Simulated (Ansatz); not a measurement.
**Ga2O3 (C2/m): spin-orbit coupling beyond the local functionals**

How far does spin-orbit coupling move the gap of Ga2O3 (C2/m)?

Main program and level: Ansatz 0.2.0; density functionals with and without spin-orbit coupling, plane waves, PAW.

**What was measured.**

- Gap 4.88 eV: optical direct gap from Tauc plot; optical transmission, Tauc plot; film (as-deposited 50 nm PLD film, (-201) oriented) on c-plane sapphire (“beta-phase (AlxGa1-x)2O3 thin film with Al composition more than 70%”, 2020, arxiv:2005.05799).

- Gap 4.98 eV: direct optical gap from Tauc plot, film annealed at 900 C; UV-Vis transmission and reflection, Tauc plot; film (80 nm PE-ALD film on sapphire, annealed in O2 at 900 C for 15 min) on sapphire (“Investigation of Ga2O3-Based Deep Ultraviolet Photodetectors Using Plasma-Enhanced Atomic Layer Deposition System”, 2020, pmc:7662978).

- Gap 4.5 eV: optical absorption edge from ellipsometry; spectroscopic ellipsometry; film (oxidised 75 nm GaSe layer, annealed at 800 C in oxygen) on Al2O3 (“Thin Ga2O3 Layers by Thermal Oxidation of van der Waals GaSe Nanostructures for Ultraviolet Photon Sensing”, 2024, pmc:11320379).

- Gap 5.01 eV: direct optical gap from Tauc plot, film annealed at 700 C; UV-Vis transmission and reflection, Tauc plot; film (80 nm PE-ALD film on sapphire, annealed in O2 at 700 C for 15 min) on sapphire (“Investigation of Ga2O3-Based Deep Ultraviolet Photodetectors Using Plasma-Enhanced Atomic Layer Deposition System”, 2020, pmc:7662978).

- Gap 4.65 eV: direct optical gap from Tauc extrapolation, as-deposited; optical transmittance, Tauc plot; film (polycrystalline sputtered film, about 164 nm, on sapphire, not annealed) on Al2O3 (0006) (“Effects of Post Annealing on Electrical Performance of Polycrystalline Ga2O3 Photodetector on Sapphire”, 2020, pmc:7206477).

This is a selection; 6 further reports are not listed.

Report form: the programs' logs are mostly left out.

## 1. The starting structure

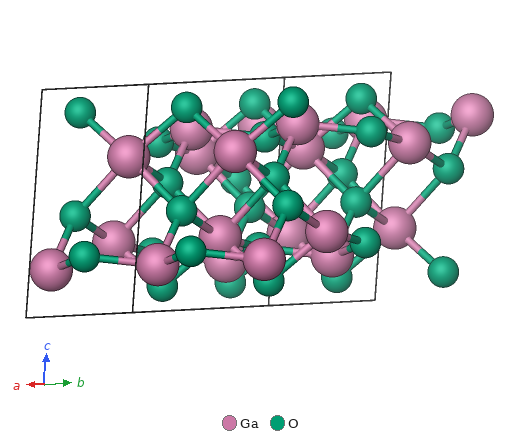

The starting structure, seen slightly off an axis (gallium pink, oxygen teal). 1×2×1 cells are drawn. This picture shows the conventional cell, with its axes. Some periodic images of atoms are drawn too.

The cell and positions come from the Crystallography Open Database and are kept as given unless a step says otherwise. The default PAW set here is soft_2. Its files were made with PBE.

## 2. HSE06, 4×4×2 mesh

This step: DFT, HSE06, plane waves, PAW.

Contents of input.yaml:

```yaml
crystal:
  lattice:
    - [6.107, -1.51855, 0.0]
    - [6.107, 1.51855, 0.0]
    - [-1.3859888959, 0.0, 5.630008738]
  atoms:
    - { symbol: Ga, position: [0.0905, 0.0905, 0.7946] }
    - { symbol: Ga, position: [0.9095, 0.9095, 0.2054] }
    - { symbol: Ga, position: [0.65866, 0.65866, 0.31402] }
    - { symbol: Ga, position: [0.34134, 0.34134, 0.68598] }
    - { symbol: O, position: [0.1645, 0.1645, 0.1098] }
    - { symbol: O, position: [0.8355, 0.8355, 0.8902] }
    - { symbol: O, position: [0.1733, 0.1733, 0.5632] }
    - { symbol: O, position: [0.8267, 0.8267, 0.4368] }
    - { symbol: O, position: [0.4959, 0.4959, 0.2566] }
    - { symbol: O, position: [0.5041, 0.5041, 0.7434] }
kpoints:
  mp_grid: { grid: [4, 4, 2] }
  band_path:
    path:
      - [0.0, 0.0, 0.0]
      - [-0.2663944, 0.2663944, 0.0]
      - [-0.7336056, -0.2663944, 0.0]
      - [-0.5, -0.5, 0.0]
      - [-0.5, -0.5, 0.5]
      - [-0.74186107, -0.25813893, 0.5]
      - [-0.25813893, 0.25813893, 0.5]
      - [0.0, 0.0, 0.5]
      - [-0.548372214, -0.451627786, 0.5]
    npoints: 1
hamiltonian:
  xc: hse06
scf:
  occupations: { method: fixed }
  n_extra_bands: 7
output:
  eigenvalues: true
```

Started as:

```bash
$ ansatz run input.yaml --threads 3 --pin off --max-ram 92160MiB --backend cuda --events-out ev --progress --plain --runs-dir out --devices 1 --max-vram 13GiB
```

The job ended after 35 s (1 × NVIDIA H100 80GB HBM3 (shared by 6 runs) with 3 threads of AMD EPYC 7R13 (Zen 3), shared host; peak memory 1.5 GiB).

Numbers from this step:

```yaml
gap: 4.245 eV
valence_top_at: k = (-0.548, -0.452, 0.500)
conduction_bottom_at: Γ
least_direct_gap: 4.270 eV
exact_exchange_fraction: 0.25
```

The gap is indirect, with the least direct gap 0.02 eV higher.

## 3. HSE06+SOC, 4×4×2 mesh

The many-body steps leave out spin-orbit coupling, so its effect is taken from a two-component run, with twice the bands.

This step: DFT, HSE06 with spin-orbit coupling, plane waves, PAW.

input.yaml, as its differences from that of step 2:

```diff
@@ -34,3 +34,6 @@
   occupations: { method: fixed }
-  n_extra_bands: 7
+  n_extra_bands: 14
+magnetization:
+  noncollinear: true
+  spin_orbit: true
 output:
```

Wall time 1.8 min (1 × NVIDIA H100 80GB HBM3 (shared by 6 runs) with 3 threads); peak memory 2.4 GiB.

This step gave:

```
gap                     : 4.245 eV
valence top at          : k = (-0.548, -0.452, 0.500)
conduction bottom at    : Γ
least direct gap        : 4.269 eV
exact-exchange fraction : 0.25
```

The gap is that of HSE06.

## 4. Together

Times are wall times on 1 × NVIDIA H100 80GB HBM3 (shared by 6 runs) with 3 threads of AMD EPYC 7R13 (Zen 3), shared host, good to a factor of about two.

```csv
level,gap (eV),with coupling (eV),change (eV),time,with coupling
HSE06,4.25,4.24,−0.0004,35 s,1.8 min
```

## 5. Results

```
HSE06     : 4.25 eV
HSE06+SOC : 4.24 eV
```

Spin-orbit coupling changes the gap by −0.0004 eV and the least direct gap by −0.001 eV. Against experiment, by HSE06+SOC: the direct gap of 4.27 eV lies −0.61 eV from the measured 4.88 eV (direct, on c-plane sapphire, 2020); the direct gap of 4.27 eV lies −0.71 eV from the measured 4.98 eV (direct, on sapphire, 2020); the gap of 4.24 eV lies −0.26 eV from the measured 4.5 eV (optical, on Al2O3, 2024); the direct gap of 4.27 eV lies −0.74 eV from the measured 5.01 eV (direct, on sapphire, 2020); the direct gap of 4.27 eV lies −0.38 eV from the measured 4.65 eV (direct, on Al2O3 (0006), 2020). An exciton line or allowed optical edge lies below the quasiparticle gap by the binding energy; a forbidden edge can push the onset above it. The lattice is static and excitons are left out.

[Paths, hosts, dates, memory and timing lines, banners, echoed tables and standing remarks are left out of the program output.]

[Logs are printed without paths, hosts, clocks, repeated set-up lines and the standing remarks that a program may print on its own settings, such as how far it seeks lower states.]

[Runs of the session that timed out or met a known fault of the program may be left out.]

[Cells called generated may have been cut or substituted from an entry of the Crystallography Open Database or the Materials Project.]

[Hosts, paths, dates, database ids (printed as entryN), source tags and the programs' standing remarks are cut or masked in the printed files.]
